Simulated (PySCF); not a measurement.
# B3H8NSi (SMILES BN(B)B[SiH3]): what the fields show

Input file:

```
{"job": {"kind": "nmr", "xc": "PBE0", "basis": "pcSseg-1"}, "charge": 0, "multiplicity": 1}
B      1.394540    -1.760032    -0.188779
N      0.706274    -0.518580     0.022677
B      1.461547     0.689079     0.174604
B     -0.735275    -0.516028     0.085956
Si    -1.847894     1.098028    -0.037688
H      0.793374    -2.763318    -0.205240
H      2.551802    -1.761153    -0.355029
H      2.628695     0.652889     0.107380
H      0.915019     1.700991     0.390498
H     -1.245494    -1.570435     0.200001
H     -1.471640     2.051275    -1.095744
H     -3.263828     0.802685    -0.317455
H     -1.891507     1.895084     1.201089
```

Launched as:

```sh
OMP_NUM_THREADS=1 python probes_run.py task.json out
```

Geometry: GFN2-xTB.

Method: PBE0/pcSseg-1, SCF density, gas phase, non-relativistic (PySCF).

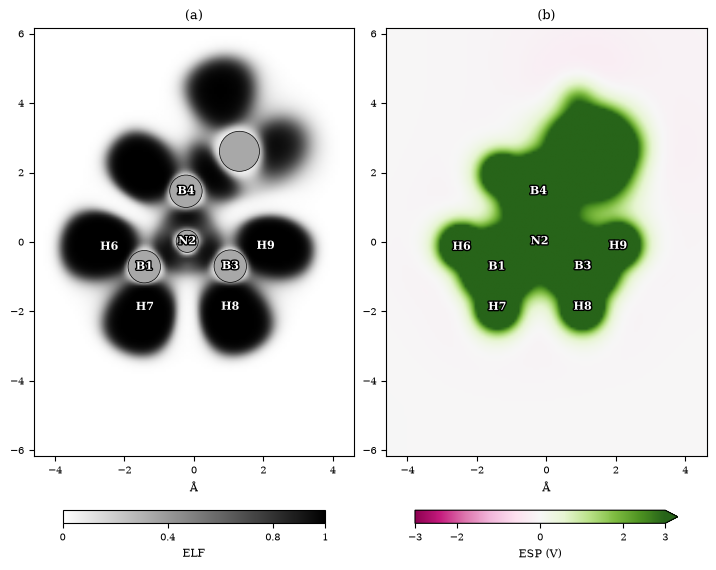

Figure 1. (a) electron localisation function; (b) molecular electrostatic potential on the plane of atoms B1, N2 and B3. Grey discs cover the atomic cores in the ELF map.

Read the bonding off the picture.

- Atoms in the plane: B, N and H.
- B–N (1.43 Å): the ELF peaks at about 0.95 between the atoms: a polar covalent bond.
- B–H (1.17 Å): the ELF climbs to about 1 towards the hydrogen, as it does in any bond to H: a covalent bond by its length.
- The potential has no marked negative region in this plane.

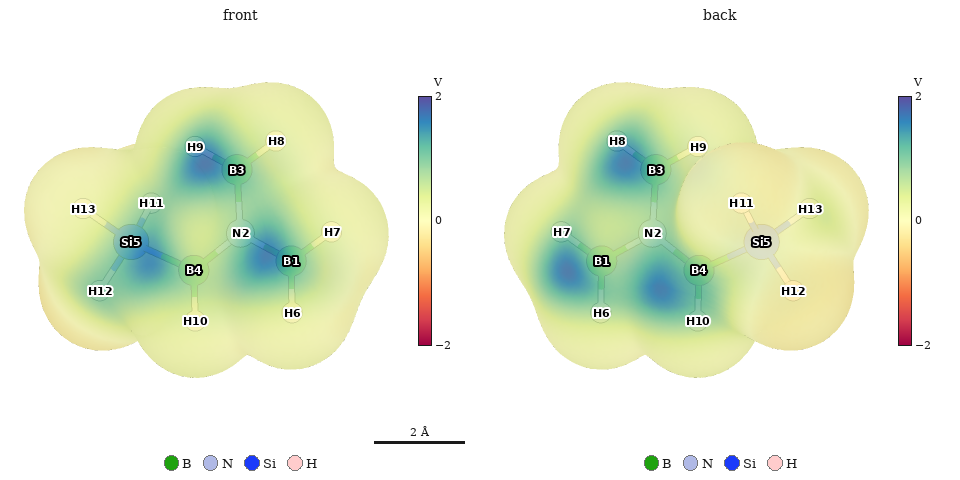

Figure 2. The electrostatic potential painted on the density surface at 0.002 e/bohr³, seen from the front and from behind; the colour scale runs from red (negative) to blue (positive).

Which sites attract a positive test charge, and which a negative one?

A positive charge is drawn to the negative regions and a negative charge to the positive ones. The most negative region (about −0.2 V) lies over H11 and H12, the most positive (about +1.7 V, or +39 kcal/mol for a unit charge) over B1, B3 and B4.
